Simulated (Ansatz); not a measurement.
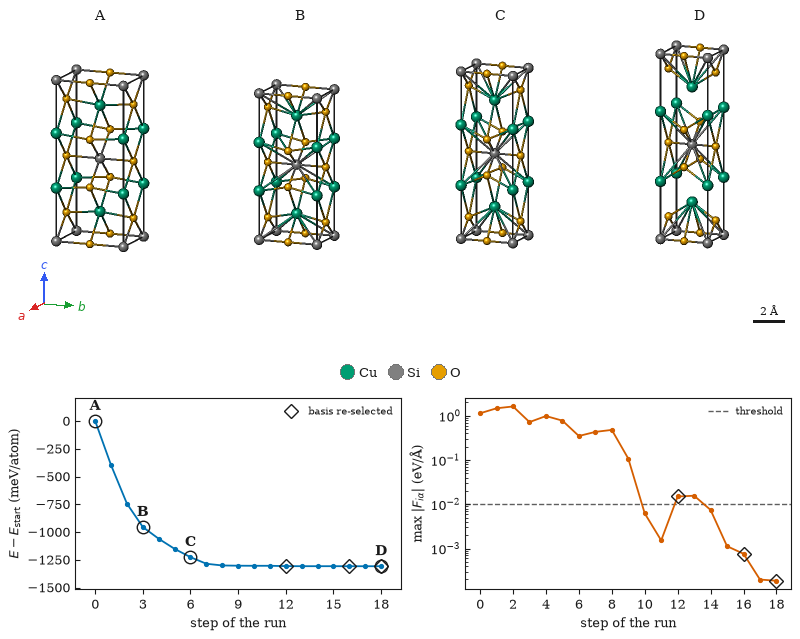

Frames of a relaxation of solid Cu₂SiO₃ (built on the Li2TiO3-71 type type), marked on the history of the run. Style: ball-and-stick. Shown: the conventional cell (2 times the calculation's cell), slightly off an axis. Lengths and directions refer to the drawn axes.

Computed with DFT, PBEsol, plane waves, PAW in Ansatz.

Input file:
```yaml
crystal:
  lattice:
    - [-1.7384534, 2.35184788, 5.35175842]
    - [1.7384534, -2.35184788, 5.35175842]
    - [1.7384534, 2.35184788, -5.35175842]
  atoms:
    - { symbol: Cu, position: [0.670004, 0.670004, 0.0] }
    - { symbol: Cu, position: [0.329996, 0.329996, 0.0] }
    - { symbol: Si, position: [0.0, 0.0, 0.0] }
    - { symbol: O, position: [0.5, 0.0, 0.5] }
    - { symbol: O, position: [0.147654, 0.647654, 0.5] }
    - { symbol: O, position: [0.852346, 0.352346, 0.5] }
kpoints:
  mp_grid: { grid: [8, 8, 8] }
hamiltonian:
  xc: pbesol
scf:
  occupations: { method: fermi_dirac, width: 0.03 }
relax:
  f_tol: 0.01
  cell: {}
  max_steps: 120
```

Command:
```bash
ansatz run input.yaml --threads 2 --pin off --max-ram 2211MiB --backend cpu --events-out ev --progress --plain --runs-dir out
```

Describe the path.

Answer. The largest moves relative to the cell, 0.58 Å, are those of O5 and O6. O6 goes along +c. Largest moves by element: O 0.58 Å, Cu 0.23 Å. Si stays in place. The drawn cell changes as follows: a 3.477 → 2.760 Å (−20.6 %), b 4.704 → 3.308 Å (−29.7 %), c 10.704 → 12.301 Å (+14.9 %); the volume changes by −35.8 %. Near-neighbour distances that change, for instance: Cu1–Cu2 3.389 → 2.628 Å, Si3–Si3 3.477 → 2.760 Å, Si3–O4 2.352 → 1.654 Å, Si3–O5 2.349 → 1.855 Å. Among the angles between lasting bonds that change: O5–Cu1–O5 168.4° → 113.5°, Cu1–O5–Cu1 168.4° → 113.5°. The space group stays Immm (No. 71). Over 15 accepted moves (18 points after the start) the energy falls by 1308 meV per atom. The largest force component goes from 1.1 to 0.00019 eV/Å. The pressure goes from −31.47 to 0.01 GPa. The SCF was repeated 3 times at an unchanged geometry on a basis and grid sized afresh for the cell, which shifted the energy by 2.8 meV per atom at most. The run took 120 s on 2 threads of Arm Neoverse V2, with other jobs on the host, peak memory 0.52 GiB. From step 0 to 3: O atoms move most (0.24 Å), volume −32.7 %, energy −955 meV per atom. From step 3 to 6: Cu and O atoms move most (0.17 Å), volume −8.6 %, energy −271 meV per atom. From step 6 to 18: Cu atoms move most (0.09 Å), volume +4.3 %, energy −81.6 meV per atom.
